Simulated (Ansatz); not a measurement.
A series of calculations on C₃H₈BFSi

## 1. Relaxation

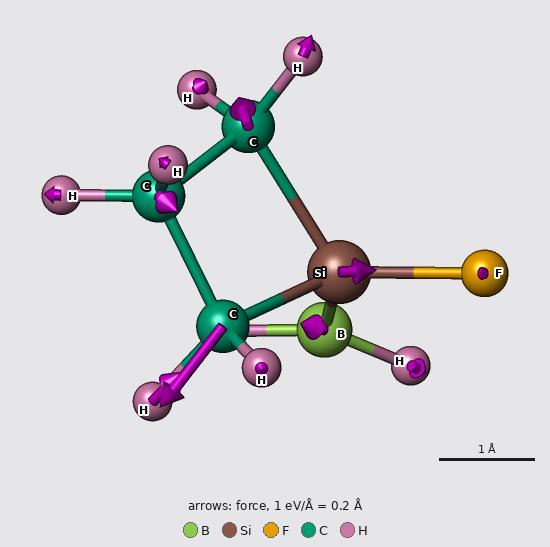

Starting geometry of C3H8BFSi with the computed forces as purple arrows. A ball-and-stick model, seen from a free direction.

The run prepares an end point of a later path (torsion) calculation, from a guessed geometry.

Method: RKS LDA/STO-3G in Ansatz 0.2.0.

The input:
```yaml
crystal:
  periodic: [false, false, false]
  atoms:
    - { symbol: B, position_ang: [-0.366, -2.0681, 1.1783] }
    - { symbol: Si, position_ang: [0.5609, -0.4261, 0.671] }
    - { symbol: F, position_ang: [2.0026, -0.1533, 1.4377] }
    - { symbol: C, position_ang: [-0.399, 1.1149, 0.4993] }
    - { symbol: C, position_ang: [-0.2679, 1.1601, -1.0313] }
    - { symbol: C, position_ang: [0.6171, -0.0578, -1.1497] }
    - { symbol: H, position_ang: [0.0524, -2.7547, 1.9844] }
    - { symbol: H, position_ang: [-1.4119, -2.244, 0.6454] }
    - { symbol: H, position_ang: [-1.5294, 0.9399, 0.8219] }
    - { symbol: H, position_ang: [-0.0194, 1.9748, 1.0498] }
    - { symbol: H, position_ang: [0.2574, 2.0922, -1.2971] }
    - { symbol: H, position_ang: [-1.2105, 1.0553, -1.545] }
    - { symbol: H, position_ang: [1.5938, 0.2023, -1.5101] }
    - { symbol: H, position_ang: [0.1069, -0.8649, -1.7259] }
basis:
  gaussian: { orbitals: STO-3G }
hamiltonian:
  xc: lda
relax:
  f_tol: 0.015
  max_steps: 40
```

Command:
```bash
ansatz run input.yaml --threads 1 --pin off --max-ram 2048MiB --backend cpu --events-out ev --progress --plain --runs-dir out
```

Q: What follows when this structure is relaxed?

A: It isn't relaxed: the largest force vector, on C4, is 5.51 eV/Å. The final displacements have little in common with the starting forces (cosine between the two patterns 0.11). The atom that moves furthest after the best rigid fit is H11 (0.62 Å). By element the largest moves are H 0.62 Å, F 0.23 Å, C 0.22 Å, B 0.17 Å, Si 0.07 Å. Some distances before and after: C4–H9 1.188 → 1.099 Å, Si2–C4 1.824 → 1.897 Å, C5–C6 1.510 → 1.563 Å, Si2–C6 1.858 → 1.897 Å. Among the angles between lasting bonds that change: Si2–C6–H14 110.4° → 119.7°, Si2–C4–H9 110.5° → 119.7°, C4–C5–H11 107.8° → 114.5°. Groups turn about C5–C6 by about 25°, C4–C5 by about 25°. Over 15 accepted moves (18 points after the start) the energy falls by 60.8 kJ/mol. Largest force component: 5.1 eV/Å at the start, 0.0063 eV/Å at the end. The line search rejected the trial steps at points 4, 9, 13 of the run.

Limits of the set-up: STO-3G is a minimal basis, so the numbers are rough.

## 2. Relaxation

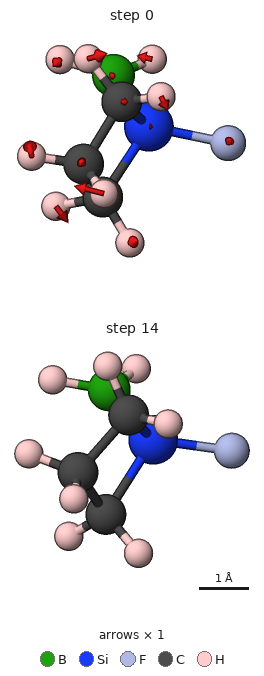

The structure of C$_{3}$H$_{8}$BFSi before (top) and after (bottom) a relaxation, at one scale. The red arrows give the displacements, at their true length.

Style: ball-and-stick. Shown from a free direction.

The run prepares an end point of a later path (torsion) calculation, from a guessed geometry.

Method: RKS LDA/STO-3G (Ansatz 0.2.0). Settings: no spin polarisation; force threshold 0.015 eV/Å; at most 40 steps.

What changed between the two?

An H atom moves most after the best rigid fit: 0.64 Å. Largest moves by element: H 0.64 Å, C 0.23 Å, F 0.21 Å, B 0.13 Å, Si 0.09 Å. Some distances before and after: C–H 1.188 → 1.099 Å, C–Si 1.824 → 1.897 Å, C–C 1.510 → 1.563 Å, C–Si 1.858 → 1.897 Å. Bond angles that change, for instance: Si–C–H 110.4° → 119.7°, Si–C–H 110.5° → 119.7°, Si–B–H 115.2° → 123.3°. Groups turn about C–C by about 25°, C–C by about 25°. Over 14 geometry steps the energy falls by 14.8 kcal/mol. Largest force component: 4.7 eV/Å at the start, 0.011 eV/Å at the end. The run took 44 s on 1 thread of Arm Neoverse V1, on a shared host, peak memory 0.15 GiB.

Limits of the set-up: STO-3G is a minimal basis, so the numbers are rough.

## 3. Path

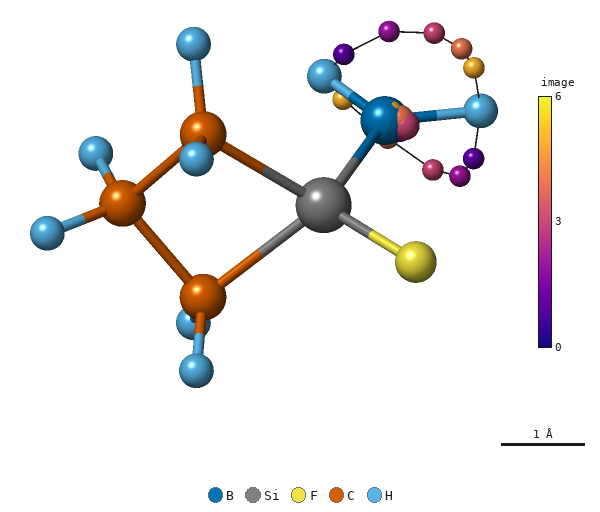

A search for the minimum-energy path of C₃H₈BFSi by the nudged elastic band. Images are numbered from 0 (start) to 6 (end). The start is drawn whole; smaller spheres mark the moving atoms (B, H) in the later images, joined by lines and coloured by the number of the image. Style: ball-and-stick. Shown at a tilt.

Level of theory: RKS LDA/STO-3G in Ansatz 0.2.0. Settings: 5 movable images; climbing image; force threshold 0.05 eV/Å; iteration limit 60; starting path by image-dependent pair potential.

Q: Describe the path and its energy.

A: The motion is a rotation about the B–Si bond by about 180°. No bond forms or breaks between the ends. Among the angles between lasting bonds that change up to the highest image: B–Si–F 114.8° → 104.8°, B–Si–C 113.6° → 120.0°. The two ends have the same energy, and the highest point, image 3, lies 0.105 eV above the start. The band converged in 7 iterations, with a climbing image at the top. At the top, the vibrational analysis gives one imaginary mode (144i cm⁻¹), as a transition state must have.

Limits of the set-up: STO-3G is a minimal basis, so the numbers are rough.
